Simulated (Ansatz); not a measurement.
# CaMn3S4: relaxing a made-up structure

Starting from a made-up structure for CaMn3S4, the aim is the relaxed cell, its shortest contacts and, where a second run follows, its electronic structure.

Method: DFT, PBEsol, plane-wave PAW, files of the set soft_1, scalar-relativistic, ferromagnetic start, cell and ions relaxed at zero pressure; PAW set soft_1, in the first sound run; inputs show where later runs differ, in Ansatz 0.2.0.

In doubt: warnings of the run leave room for a lower electronic state, so energies may not be the lowest and differences between runs may mislead.

## 1. Set-up

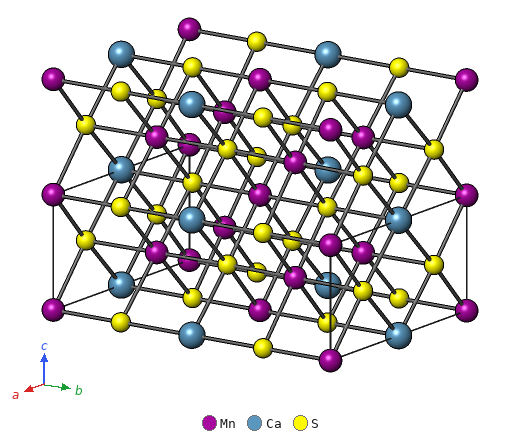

Start, viewed from a free direction; manganese purple, calcium blue, sulfur yellow. 1×1×2 cells are drawn. This picture shows the conventional cell, with its axes. Some periodic images of atoms are drawn too.

## 2. Relaxing cell and atoms

The guessed cell has no reason to be at equilibrium. It is relaxed with the atoms, within the space group of the guess.

input.yaml reads:

```yaml
crystal:
  lattice:
    - [3.8125, -5.48, 0.0]
    - [3.8125, 5.48, 0.0]
    - [0.0, 0.0, 3.858]
  atoms:
    - { symbol: Mn, position: [0.0, 0.0, 0.0], spin: 4.0 }
    - { symbol: Mn, position: [0.5, 0.0, 0.5], spin: 4.0 }
    - { symbol: Mn, position: [0.0, 0.5, 0.5], spin: 4.0 }
    - { symbol: Ca, position: [0.5, 0.5, 0.0] }
    - { symbol: S, position: [0.7567, 0.2433, 0.0] }
    - { symbol: S, position: [0.2394, 0.2394, 0.5] }
    - { symbol: S, position: [0.7606, 0.7606, 0.5] }
    - { symbol: S, position: [0.2433, 0.7567, 0.0] }
magnetization:
  spin_polarized: true
kpoints:
  mp_grid: { grid: [5, 5, 7] }
scf:
  occupations: { method: fermi_dirac, width: 0.05 }
hamiltonian:
  xc: pbesol
  pseudopotentials: { kind: paw, azcp: { folder: soft_1 }, xc_functional: pbe }
relax:
  f_tol: 0.015
  max_steps: 70
  cell: {}
output:
  forces: true
  stress: true
```

On the command line:

```bash
ansatz run input.yaml --threads 4 --pin off --max-ram 10240MiB --backend cpu --events-out ev --progress --plain --runs-dir out
```

Numbers of over 12 decimals in the logs are rounded to 6 here.

Log:

```text
Engine: ansatz 0.2.0, aarch64-unknown-linux-gnu
Pseudopotentials: kind: paw
Pseudopotential: Mn, paw, valence charge 15, recommended cutoff 420 eV (normal), soft_1/Mn.paw.azcp
Pseudopotential: Ca, paw, valence charge 10, recommended cutoff 420 eV (normal), soft_1/Ca.paw.azcp
Pseudopotential: S, paw, valence charge 6, recommended cutoff 420 eV (normal), soft_1/S.paw.azcp
Functional definition: PBEsol
  exchange = pbesol_x
  correlation = pbesol_c
Crystal: 8 atoms, lattice volume = 161.207 Å³
Basis set: ecut = 420 eV, 3147 PW (Γ), exchange–correlation on 90×90×54 points (8 copies of the dense FFT grid, shifted against one another)
Bands: 55, of which v1, the nominal top of the filled ones, is band 40 counted from 1 (39 counted from 0)
Symmetry: 8 space group operations
Space group: Cmmm (ITA 65), of the structure as read, at distance tolerance 5.4e-5 Å
Magnetic group: BNS 65.481 (UNI 579), of the structure as read, at distance tolerance 5.4e-5 Å
k-points: 36 of 175
Non-local potential: Mn, projectors of the file, l = 0: 3, l = 1: 2, l = 2: 3, l = 3: 1
Non-local potential: Ca, projectors of the file, l = 0: 3, l = 1: 2, l = 2: 2
Non-local potential: S, projectors of the file, l = 0: 2, l = 1: 2, l = 2: 1
PAW form: soft (Blöchl's): semilocal exchange-correlation on the pseudo side does not see the compensation charge
PAW frozen core: Mn, regenerated for the run's functional, and the local potential with it (the file was generated under x = pbe(κ = 0.804, μ = 0.219515), c = pbe(β = 0.066725))
PAW frozen core: Ca, regenerated for the run's functional, and the local potential with it (the file was generated under x = pbe(κ = 0.804, μ = 0.219515), c = pbe(β = 0.066725))
PAW frozen core: S, regenerated for the run's functional, and the local potential with it (the file was generated under x = pbe(κ = 0.804, μ = 0.219515), c = pbe(β = 0.066725))
PAW one-centre angular grid: Mn, 590 points (default); XC on 64 Gauss nodes
PAW one-centre angular grid: Ca, 110 points (default); XC on 64 Gauss nodes
PAW one-centre angular grid: S, 110 points (default); XC on 64 Gauss nodes
Initial density: superposition of atomic densities (chi_scale 0.1, normalization cell, long waves kept (reshape's long-wave potential 0.03 eV rms))
Starting moments: Σ|m| = 12 μB on 3 of 8 sites
Initial wavefunctions: pseudopotential atomic-orbital guess
Functional: x = pbesol(κ = 0.804, μ = 0.123457), c = pbesol(β = 0.046)
SCF iter   1: F=—  HF=-16945.629033 eV  |F-HF|=—  |Δ(HF+E_count)|=         —  Δρ=6.82e-2 (↑6.82e-2 ↓2.12e-2)  dr2=9.83e0  dr2_m=1.91e0  M=14.019 μB ∫|m|=14.019 μB  β_m=0.30  ethr=3.10e-3  ⟨swp⟩=10.4  Hψ=19089  notcnv=0  defer=14
Mixer restart at iter 1: flushing history
preconditioner: auto → Kerker (q_TF=auto, 2.423 Å⁻¹)  [metal: Δε(μ)=0.022 eV  Ē_g=6.473 eV  σ=0.050 eV  W_gap=0.11  n_scr=36 (ndim 8)  ℏωp=20.1 eV  f_vac=0.000  D(μ)=3.36/eV (n_scr^D=22)]
spin=Collinear: Kerker preconditioning applied to the charge; magnetization (m = ρ↑ − ρ↓) channel mixes plain (no charge-response kernel on spin).
SCF iter   2: F=—  HF=-16945.545403 eV  |F-HF|=—  |Δ(HF+E_count)|=   8.36e-2  Δρ=4.00e-2 (↑4.00e-2 ↓1.78e-2)  dr2=3.76e0  dr2_m=9.16e-1  M=14.264 μB ∫|m|=14.264 μB  β_m=0.50  ethr=3.10e-3  ⟨swp⟩=3.5  Hψ=8101  notcnv=0  defer=237
SCF iter   3: F=—  HF=-16945.616557 eV  |F-HF|=—  |Δ(HF+E_count)|=   7.12e-2  Δρ=1.41e-2 (↑1.41e-2 ↓7.87e-3)  dr2=5.94e-1  dr2_m=1.33e-1  M=14.699 μB ∫|m|=14.699 μB  β_m=0.60  ethr=3.10e-3  ⟨swp⟩=3.7  Hψ=7953  notcnv=0  defer=267
SCF iter   4: F=—  HF=-16945.578862 eV  |F-HF|=—  |Δ(HF+E_count)|=   3.77e-2  Δρ=3.57e-3 (↑3.57e-3 ↓3.08e-3)  dr2=1.25e-1  dr2_m=2.33e-3  M=14.874 μB ∫|m|=14.874 μB  β_m=0.75  ethr=7.52e-4  ⟨swp⟩=3.2  Hψ=6821  notcnv=0  defer=271
SCF iter   5: F=—  HF=-16945.569954 eV  |F-HF|=—  |Δ(HF+E_count)|=         —  Δρ=1.37e-3 (↑1.37e-3 ↓1.18e-3)  dr2=2.92e-2  dr2_m=2.41e-4  M=14.892 μB ∫|m|=14.892 μB  β_m=0.75  ethr=1.58e-4  ⟨swp⟩=2.3  Hψ=5937  notcnv=0  defer=317
Mixer restart at iter 5: flushing history
SCF iter   6: F=—  HF=-16945.565757 eV  |F-HF|=—  |Δ(HF+E_count)|=   4.20e-3  Δρ=8.81e-4 (↑8.81e-4 ↓6.79e-4)  dr2=1.20e-2  dr2_m=5.90e-5  M=14.889 μB ∫|m|=14.889 μB  β_m=0.88  ethr=3.69e-5  ⟨swp⟩=2.0  Hψ=5221  notcnv=0  defer=322
SCF iter   7: F=—  HF=-16945.565108 eV  |F-HF|=—  |Δ(HF+E_count)|=   6.49e-4  Δρ=1.04e-3 (↑1.04e-3 ↓4.55e-4)  dr2=5.19e-3  dr2_m=2.42e-4  M=14.887 μB ∫|m|=14.887 μB  β_m=0.77  ethr=1.52e-5  ⟨swp⟩=2.0  Hψ=7080  notcnv=0  defer=328
SCF iter   8: F=—  HF=-16945.563367 eV  |F-HF|=—  |Δ(HF+E_count)|=   1.74e-3  Δρ=2.64e-4 (↑2.02e-4 ↓2.64e-4)  dr2=5.88e-4  dr2_m=2.99e-5  M=14.885 μB ∫|m|=14.885 μB  β_m=0.89  ethr=6.57e-6  ⟨swp⟩=2.1  Hψ=7275  notcnv=0  defer=338
SCF iter   9: F=—  HF=-16945.563212 eV  |F-HF|=—  |Δ(HF+E_count)|=   1.55e-4  Δρ=1.10e-4 (↑9.36e-5 ↓1.10e-4)  dr2=4.90e-5  dr2_m=5.04e-6  M=14.888 μB ∫|m|=14.888 μB  β_m=0.91  ethr=7.45e-7  ⟨swp⟩=2.0  Hψ=5329  notcnv=0  defer=338
SCF iter  10: F=—  HF=-16945.563243 eV  |F-HF|=—  |Δ(HF+E_count)|=   3.09e-5  Δρ=6.80e-5 (↑6.76e-5 ↓6.80e-5)  dr2=2.46e-5  dr2_m=5.94e-7  M=14.888 μB ∫|m|=14.888 μB  β_m=0.87  ethr=6.21e-8  ⟨swp⟩=2.0  Hψ=6647  notcnv=0  defer=338
SCF iter  11: F=—  HF=-16945.563246 eV  |F-HF|=—  |Δ(HF+E_count)|=   3.84e-6  Δρ=4.11e-5 (↑4.11e-5 ↓1.40e-5)  dr2=2.65e-6  dr2_m=5.59e-7  M=14.889 μB ∫|m|=14.889 μB  β_m=0.90  ethr=3.11e-8  ⟨swp⟩=2.0  Hψ=6712  notcnv=0  defer=338
SCF iter  12: F=—  HF=-16945.563246 eV  |F-HF|=—  |Δ(HF+E_count)|=   5.79e-7  Δρ=7.88e-6 (↑7.88e-6 ↓5.93e-6)  dr2=3.58e-7  dr2_m=5.73e-9  M=14.889 μB ∫|m|=14.889 μB  β_m=0.95  ethr=3.36e-9  ⟨swp⟩=2.1  Hψ=6616  notcnv=0  defer=338
SCF iter  13: F=—  HF=-16945.563246 eV  |F-HF|=—  |Δ(HF+E_count)|=   3.45e-8  Δρ=1.76e-6 (↑1.76e-6 ↓1.46e-6)  dr2=3.01e-8  dr2_m=1.59e-9  M=14.889 μB ∫|m|=14.889 μB  β_m=0.97  ethr=4.53e-10  ⟨swp⟩=2.3  Hψ=5871  notcnv=0  defer=338
SCF iter  14: F=-16945.563246 eV  HF=-16945.563246 eV  |F-HF|=9.24e-10  |Δ(HF+E_count)|=  3.64e-10  Δρ=3.74e-7 (↑3.74e-7 ↓3.36e-7)  dr2=1.37e-9  dr2_m=7.38e-11  M=14.889 μB ∫|m|=14.889 μB  ethr=3.81e-11  ⟨swp⟩=2.1  Hψ=11850  notcnv=0
SCF 1 converged in 14 iterations: F = -16945.563246 eV  dr2 = 1.37e-9
  greatest PAW one-centre occupation: 1.000 electrons in one spin orbital (limit 2), on the Mn atom at site 0 (counted from 0), in its partial waves of l = 1
relax step   1: F+E_penalty+E_count = -16945.56324595 eV  Δ(F+E_penalty+E_count) = +0.000e0 eV  max|allowed force component| = 4.373e-1 eV/Å  Δτ_max = 0.0000 Å  P = -7.158 GPa  Ω = 161.207 Å³  (14 SCF iters, dr2 threshold 1.00e-7 eV, accepted)
[...]
Initial wavefunctions: pseudopotential atomic-orbital guess (no wavefunctions were taken with the density)
iter 1 solved again at ethr=1.02e-7 eV; its pass at ethr=3.10e-3 eV (dr2=8.09e-5 eV) is discarded
SCF iter   1: F=—  HF=-16946.106332 eV  |F-HF|=—  |Δ(HF+E_count)|=         —  Δρ=1.19e-4 (↑9.85e-5 ↓1.19e-4)  dr2=2.59e-5  dr2_m=9.96e-7  M=14.067 μB ∫|m|=14.068 μB  β_m=0.65  ethr=1.02e-7  ⟨swp⟩=4.4  Hψ=30989  notcnv=0
preconditioner: auto → Kerker (q_TF=auto, 2.021 Å⁻¹)  [metal: Δε(μ)=0.010 eV  Ē_g=9.834 eV  σ=0.050 eV  W_gap=0.05  n_scr=22 (ndim 8)  ℏωp=22.8 eV  f_vac=0.000  D(μ)=2.76/eV (n_scr^D=10)]
spin=Collinear: Kerker preconditioning applied to the charge; magnetization (m = ρ↑ − ρ↓) channel mixes plain (no charge-response kernel on spin).
SCF iter   2: F=—  HF=-16946.106342 eV  |F-HF|=—  |Δ(HF+E_count)|=   9.26e-6  Δρ=4.51e-5 (↑4.14e-5 ↓4.51e-5)  dr2=3.99e-6  dr2_m=8.00e-8  M=14.067 μB ∫|m|=14.068 μB  β_m=0.63  ethr=3.28e-8  ⟨swp⟩=2.6  Hψ=6522  notcnv=0
SCF iter   3: F=—  HF=-16946.106349 eV  |F-HF|=—  |Δ(HF+E_count)|=   6.92e-6  Δρ=1.94e-5 (↑1.13e-5 ↓1.94e-5)  dr2=9.87e-7  dr2_m=5.62e-8  M=14.067 μB ∫|m|=14.067 μB  β_m=0.63  ethr=5.05e-9  ⟨swp⟩=2.1  Hψ=5665  notcnv=0
SCF iter   4: F=—  HF=-16946.106351 eV  |F-HF|=—  |Δ(HF+E_count)|=   2.53e-6  Δρ=1.89e-5 (↑5.59e-6 ↓1.89e-5)  dr2=5.81e-7  dr2_m=1.46e-7  M=14.067 μB ∫|m|=14.067 μB  β_m=0.82  ethr=1.25e-9  ⟨swp⟩=2.3  Hψ=5910  notcnv=0
SCF iter   5: F=—  HF=-16946.106354 eV  |F-HF|=—  |Δ(HF+E_count)|=   2.89e-6  Δρ=1.26e-5 (↑7.85e-6 ↓1.26e-5)  dr2=2.25e-7  dr2_m=1.16e-7  M=14.066 μB ∫|m|=14.067 μB  β_m=0.91  ethr=7.36e-10  ⟨swp⟩=2.0  Hψ=5523  notcnv=0
SCF iter   6: F=—  HF=-16946.106355 eV  |F-HF|=—  |Δ(HF+E_count)|=   6.40e-7  Δρ=4.17e-6 (↑4.17e-6 ↓2.48e-6)  dr2=5.06e-8  dr2_m=3.33e-9  M=14.066 μB ∫|m|=14.066 μB  β_m=0.81  ethr=2.85e-10  ⟨swp⟩=2.0  Hψ=5658  notcnv=0
SCF iter   7: F=—  HF=-16946.106355 eV  |F-HF|=—  |Δ(HF+E_count)|=   1.57e-8  Δρ=1.42e-6 (↑1.42e-6 ↓8.24e-7)  dr2=7.39e-9  dr2_m=6.04e-10  M=14.066 μB ∫|m|=14.066 μB  β_m=0.74  ethr=6.41e-11  ⟨swp⟩=2.0  Hψ=6686  notcnv=0
SCF iter   8: F=—  HF=-16946.106355 eV  |F-HF|=—  |Δ(HF+E_count)|=   6.63e-9  Δρ=4.83e-7 (↑4.83e-7 ↓4.68e-7)  dr2=1.45e-9  dr2_m=3.72e-11  M=14.066 μB ∫|m|=14.066 μB  β_m=0.87  ethr=9.36e-12  ⟨swp⟩=2.0  Hψ=6645  notcnv=0
SCF iter   9: F=—  HF=-16946.106355 eV  |F-HF|=—  |Δ(HF+E_count)|=   2.23e-9  Δρ=8.97e-8 (↑5.68e-8 ↓8.97e-8)  dr2=3.41e-11  dr2_m=2.72e-12  M=14.066 μB ∫|m|=14.066 μB  β_m=0.94  ethr=1.83e-12  ⟨swp⟩=2.0  Hψ=6197  notcnv=0
SCF iter  10: F=—  HF=-16946.106355 eV  |F-HF|=—  |Δ(HF+E_count)|=  7.64e-11  Δρ=5.96e-8 (↑4.31e-8 ↓5.96e-8)  dr2=2.21e-11  dr2_m=1.17e-12  M=14.066 μB ∫|m|=14.066 μB  β_m=0.97  ethr=1.00e-12  ⟨swp⟩=1.0  Hψ=3962  notcnv=0
SCF iter  11: F=-16946.106355 eV  HF=-16946.106355 eV  |F-HF|=2.18e-11  |Δ(HF+E_count)|=  7.28e-12  Δρ=7.37e-8 (↑7.37e-8 ↓5.82e-8)  dr2=2.39e-11  dr2_m=6.43e-13  M=14.066 μB ∫|m|=14.066 μB  ethr=1.00e-12  ⟨swp⟩=3.0  Hψ=12288  notcnv=0
SCF 6 converged in 11 iterations: F = -16946.106355 eV  dr2 = 2.39e-11
relax step   6: F+E_penalty+E_count = -16946.10635463 eV  Δ(F+E_penalty+E_count) = +7.065e-3 eV  max|allowed force component| = 4.237e-3 eV/Å  Δτ_max = 0.0000 Å  P = +0.004 GPa  Ω = 140.226 Å³  stress off target by 2.93e-2 GPa  SCF on the basis re-selected at this cell (its energy is not comparable with the rows above)  (11 SCF iters)
basis re-selected at this cell: Δ(F+E_penalty+E_count) = +7.065e-3 eV, ΔP = +0.009 GPa vs the last step (what re-selecting the basis moved, of the pressure what is left beyond the Pulay correction that the steps carried, after the strain that the cell walked since its last selection, with what the two solves' SCF thresholds leave and, on support functions, any second-order correction that the steps lacked; it is no measure of the basis error at this ecutwfc). The dense FFT grid was sized anew with the basis: this SCF ran on 45×45×25 points, the steps before it on 45×45×27, so part of this shift can come from that change (see relax.cell in the input reference). [rest of the remark cut]
WARN: an SCF from ferrimagnetic starting moments (-4.24, 4.19, 4.19, 0.00, 0.00, 0.00, 0.00, 0.00 Bohr magnetons, atom by atom) was not made, by what the run has read of turns of its moments that order reads lower: the deck asks for what bars it, or types moments that do (magnetization.spin_polarized, in the input reference, names some of the keys), or the run goes by scf.lower_state_search: light, the default, which as a rule tries one only behind a close that has lost an order of both signs, or on which an open d or half-filled 4f shell of a PAW file has lost a moment that was set nearer to Hund's than to what is left; [rest of the remark cut]
SCF converged after 11 iterations
Magnetization: 14.0660 μB (46.5330 up, 32.4670 down)
Absolute magnetization: 14.0663 μB (∫|ρ↑−ρ↓|, with the PAW one-centre terms)
Spin contamination: 0.1087 ħ² per cell (⟨S²⟩ above its minimum at these occupations)
Per-site moments (μB) at R_I (Å): [(4.091527, 1.029354), (4.112775, 1.070973), (4.112775, 1.070973), (0.038744, 1.109755), (0.129528, 1.029354), (0.124684, 1.034363), (0.124684, 1.034363), (0.129528, 1.029354)]
Free energy (F): -16946.106355 eV
Harris-Foulkes:  -16946.106355 eV  (|F-HF|=2.18e-11)
Internal energy: -16946.083171 eV  (E = F + TS)
E sigma→0 (E₀):  -16946.094763 eV
Entropy (-TS):   -0.023184 eV (-2.898 meV/atom)
Fermi energy:    10.364812 eV
--- Per-component energies (eV) ---
  E_band       = -969.157711
  E_kinetic    = 1623.368937
  E_local      = -8960.010518  (includes V_loc(G=0)·N_el)
  E_nonlocal   = 1635.117381
  E_hartree    = 3406.526824
  E_xc         = -800.057241
  E_vxc        = -900.844350  (∫ρ·V_xc dr)
  E_paw        = -7121.119811  (= ΣΔE_a)
  E_vpaw       = -1179.843011  (= ΣTr[D̂ρ^β])
  E_aug_tail   = 0.000279  (compensation charges beyond the density's cutoff)
  E_ewald      = -6730.784566
  E_core_change = 0.875544  (= ΣΔE_core)
  E_smearing   = -0.023184  (= −TS)
  E_closure    = -0.000000  (closes the sum)
  Σ components = -16946.106355   (vs F -16946.106355, Δ=0.00e0)
--- Forces (eV/Å), atoms counted from 1 ---
  atom   1  Mn    -0.00000000    -0.00000000     0.00000000
  atom   2  Mn    -0.00000000    -0.00000000     0.00000000
  atom   3  Mn     0.00000000    -0.00000000     0.00000000
  atom   4  Ca     0.00000000     0.00000000     0.00000000
  atom   5  S      0.00000000    -0.00152833     0.00000000
  atom   6  S      0.00423695    -0.00000000    -0.00000000
  atom   7  S     -0.00423695     0.00000000     0.00000000
  atom   8  S     -0.00000000     0.00152833    -0.00000000
  max |Σ_I F_I| component: 4.34e-19 eV/Å
--- Stress (GPa, compression-positive) ---
       -0.007038       0.000000       0.000000
        0.000000       0.029316      -0.000000
        0.000000      -0.000000      -0.010629
  P = ⅓ Tr σ = 0.0039 GPa (0.039 kbar)
--- Relaxed structure (5 steps of the walk, 5 accepted, 1 SCFs on fresh bases) ---
  F+E_penalty+E_count = -16946.10635463 eV   max|allowed force component| = 4.237e-3 eV/Å   (the final SCF, on the basis selected at the relaxed cell)
  cell:  # Å, volume = 140.2256 Å³
    - [3.670328, -5.185718, 3.007980404598546e-17]
    - [3.670328, 5.185718, -3.007980404598546e-17]
    - [0, -2.117662116960071e-17, 3.683695]
  atoms:
    - { symbol: Mn, position: [2.5285509562932084e-19, 1.7371625092234973e-19, 0] }
    - { symbol: Mn, position: [0.5, -2.6734664794276246e-17, 0.500000] }
    - { symbol: Mn, position: [-2.877648643698158e-17, 0.5, 0.500000] }
    - { symbol: Ca, position: [0.500000, 0.500000, 0] }
    - { symbol: S, position: [0.759397, 0.240603, -4.2524246945688724e-19] }
    - { symbol: S, position: [0.231803, 0.231803, 0.500000] }
    - { symbol: S, position: [0.768197, 0.768197, 0.500000] }
    - { symbol: S, position: [0.240603, 0.759397, 4.2524246945688724e-19] }
```

Wall time 81 s (4 threads of Arm Neoverse V1, shared host); peak memory 0.82 GiB.

Step by step:

| step | energy less that of the first step (eV) | largest force component (eV/Å) | pressure (GPa) | volume (Å³) |
| --- | --- | --- | --- | --- |
| 1 | 0.0000 | 0.4373 | -7.16 | 161.21 |
| 2 | -0.5466 | 0.1172 | -0.33 | 141.02 |
| 3 | -0.5494 | 0.0711 | -0.02 | 140.22 |
| 4 | -0.5502 | 0.0055 | 0.04 | 140.14 |
| 5 | -0.5502 | 0.0031 | -0.01 | 140.23 |
| 6* | -0.5431 | 0.0042 | 0.00 | 140.23 |

Relaxation steps marked * repeat the geometry before them on a plane-wave basis chosen anew for their cell, so energy and pressure can jump there.

The run keeps the 8 symmetry operations that it works with, so distortions that break them were not tested.

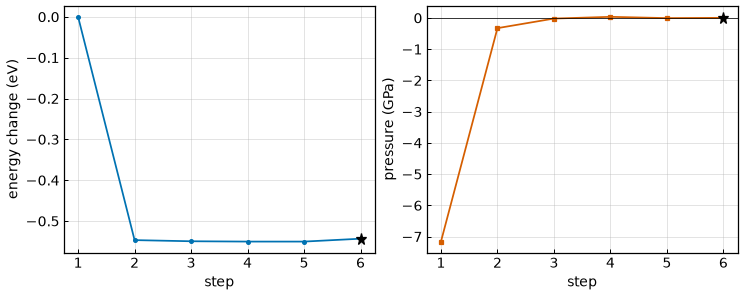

Energy and pressure along the relaxation. Stars mark steps on a basis chosen anew.

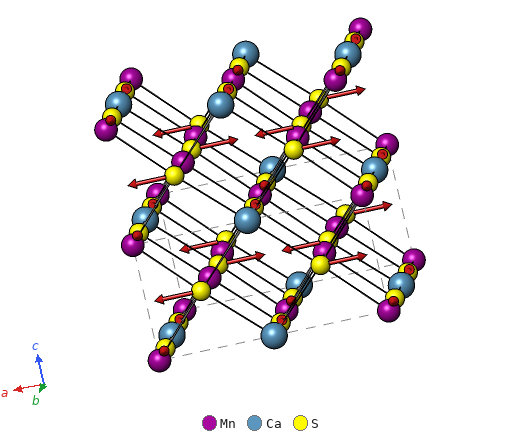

Displacements in the relaxation, exaggerated, measured against the changing cell; the longest in the cell stands for 0.06 Å. 1×1×2 conventional cells are drawn. Some periodic images of atoms are drawn too.

| conventional cell, symmetrised | before | after | change |
| --- | --- | --- | --- |
| a (Å) | 7.625 | 7.341 | -3.7 % |
| b (Å) | 10.960 | 10.371 | -5.4 % |
| c (Å) | 3.858 | 3.684 | -4.5 % |
| volume (Å³/atom) | 20.15 | 17.53 | -13.0 % |

The atoms that moved most (Å, as changes of fractional coordinates times the final cell):

| atom | dx | dy | dz | length |
| --- | --- | --- | --- | --- |
| S7 | 0.056 | 0.000 | 0.000 | 0.056 |
| S6 | -0.056 | 0.000 | 0.000 | 0.056 |
| S8 | 0.000 | 0.028 | 0.000 | 0.028 |
| S5 | 0.000 | -0.028 | 0.000 | 0.028 |

Final coordinates:

```cif
data_structure
_symmetry_space_group_name_H-M 'P 1'
_symmetry_Int_Tables_number 1
_cell_length_a 6.3532
_cell_length_b 6.3532
_cell_length_c 3.6837
_cell_angle_alpha 90.000
_cell_angle_beta 90.000
_cell_angle_gamma 109.420
_cell_volume 140.23
loop_
_atom_site_label
_atom_site_type_symbol
_atom_site_fract_x
_atom_site_fract_y
_atom_site_fract_z
_atom_site_occupancy
Mn1 Mn 0.00000 0.00000 0.00000 1
Mn2 Mn 0.50000 0.00000 0.50000 1
Mn3 Mn 0.00000 0.50000 0.50000 1
Ca4 Ca 0.50000 0.50000 0.00000 1
S5 S 0.75940 0.24060 0.00000 1
S6 S 0.23180 0.23180 0.50000 1
S7 S 0.76820 0.76820 0.50000 1
S8 S 0.24060 0.75940 0.00000 1
```

This step gave:

```yaml
free_energy: -16946.1064 eV
energy_at_zero_smearing: -16946.0948 eV
smearing_term_ts: 0.02318 eV
fermi_energy: 10.36 eV
magnetization: 14.07 μB
absolute_magnetization: 14.07 μB
site_moments: 4.092, 4.113, 4.113, 0.03874, 0.1295, 0.1247, 0.1247, 0.1295 μB
electrons: 79
symmetry_operations: 8
pressure: 0.003883 GPa
```

Site moment by atom:

| atom | site moment (μB) |
| --- | --- |
| Mn1 | 4.09 |
| Mn2 | 4.11 |
| Mn3 | 4.11 |
| Ca4 | 0.04 |
| S5 | 0.13 |
| S6 | 0.12 |
| S7 | 0.12 |
| S8 | 0.13 |

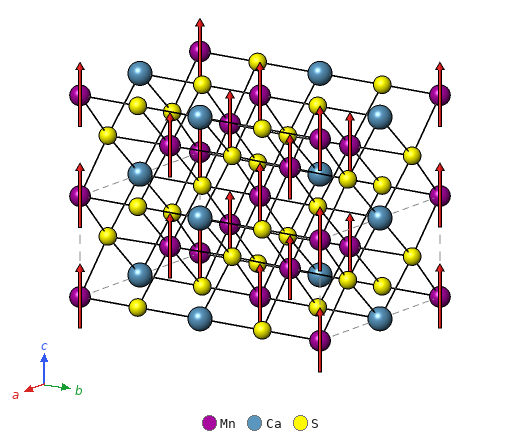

Site moment as arrows, the longest 4.11 μB. Up and down stand for the sign. Arrows give size and sign along the axis of quantisation, drawn up and down the page. 1×1×2 conventional cells are drawn. Some periodic images of atoms are drawn too.

The shortest distance of each pair, which need not be the same contact before and after:

| pair | guess (Å) | relaxed (Å) |
| --- | --- | --- |
| Mn–S | 2.656 | 2.495 |
| Ca–S | 2.769 | 2.690 |
| S–S | 3.651 | 3.403 |
| Ca–Mn | 3.812 | 3.670 |
| Mn–Mn | 3.812 | 3.670 |

The relaxation ends with a largest force component of 0.0042 eV/Å and a pressure of 0.00 GPa.

(Continued in part 2 of 2.)

[Logs are printed without paths, hosts, clocks, repeated set-up lines and the standing remarks that a program may print on its own settings, such as how far it seeks lower states.]

[Hosts, paths, dates, database ids (printed as entryN), source tags and the programs' standing remarks are cut or masked in the printed files.]
